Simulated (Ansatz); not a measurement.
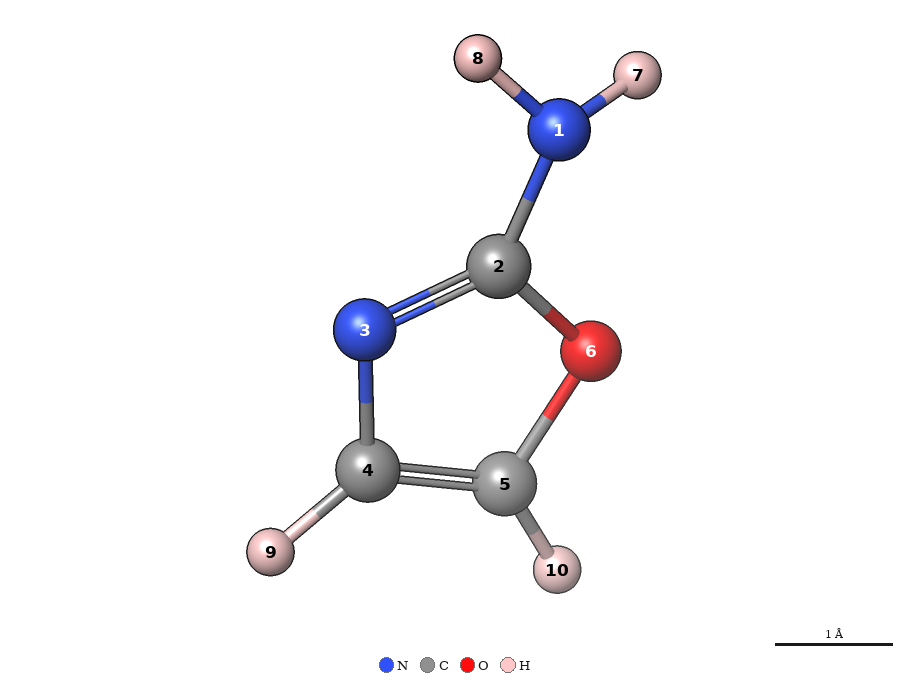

Orthographic view. Distant atoms are faded towards the background colour. The computed structure is the end point of a PBE-D4/def2-SVP optimisation. No frequency run is at hand to confirm it as a minimum.

Write a MOL file (V2000) with the atoms in numerical order, bonds sorted by atom number with the orders drawn, and coordinates in the frame of the picture: x right, y up, z towards the viewer, origin at the mean position.

```
C3H4N2O
                    3D

 10 10  0  0  0  0  0  0  0  0999 V2000
    0.6600    1.7100    0.7700 N   0  0  0  0  0  0  0  0  0  0  0  0
    0.1400    0.5400    0.2900 C   0  0  0  0  0  0  0  0  0  0  0  0
   -1.0200   -0.0100    0.5800 N   0  0  0  0  0  0  0  0  0  0  0  0
   -0.9900   -1.2200   -0.1100 C   0  0  0  0  0  0  0  0  0  0  0  0
    0.1900   -1.3400   -0.8000 C   0  0  0  0  0  0  0  0  0  0  0  0
    0.9300   -0.1900   -0.5400 O   0  0  0  0  0  0  0  0  0  0  0  0
    1.3300    2.1800    0.1700 H   0  0  0  0  0  0  0  0  0  0  0  0
   -0.0400    2.3300    1.1900 H   0  0  0  0  0  0  0  0  0  0  0  0
   -1.8300   -1.9200   -0.0700 H   0  0  0  0  0  0  0  0  0  0  0  0
    0.6400   -2.0700   -1.4700 H   0  0  0  0  0  0  0  0  0  0  0  0
  1  2  1  0
  1  7  1  0
  1  8  1  0
  2  3  2  0
  2  6  1  0
  3  4  1  0
  4  5  2  0
  4  9  1  0
  5  6  1  0
  5 10  1  0
M  END
```
